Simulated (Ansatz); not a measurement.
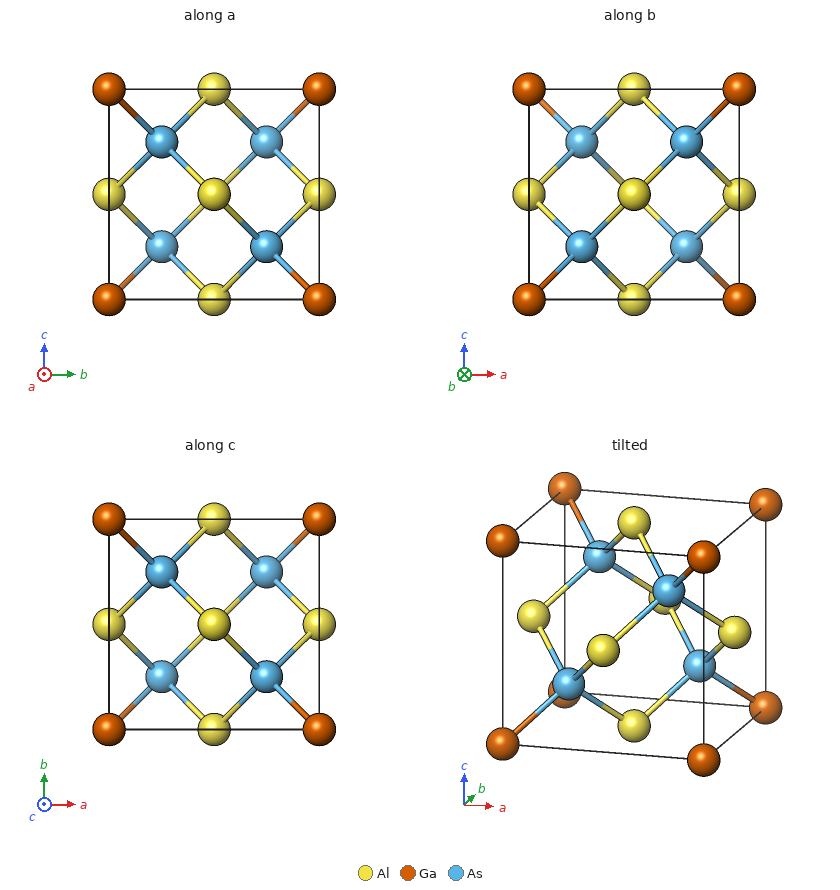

Drawn in the ball-and-stick manner and seen along the a axis, along the b axis, along the c axis and slightly off an axis. The frame is the conventional unit cell; atoms at its boundary are shown with their periodic copies.

Lattice parameters: a = 5.733 Å, b = 5.733 Å, c = 5.733 Å, α = 90.00°, β = 90.00°, γ = 90.00°.

Question: Record the structure as a table of Wyckoff sites, with free fractional coordinates to two decimals.

Answer: Space group P-43m (No. 215).
| atom | site | x | y | z |
| --- | --- | --- | --- | --- |
| Al | 3c | 0.00 | 0.50 | 0.50 |
| Ga | 1a | 0.00 | 0.00 | 0.00 |
| As | 4e | 0.75 | 0.75 | 0.25 |

The initial geometry was a structure type filled with these elements by a generator (whether the compound takes this form wasn't checked). The atoms were relaxed in a fixed cell with Ansatz, DFT PBE, scalar-relativistic, plane waves, PAW.
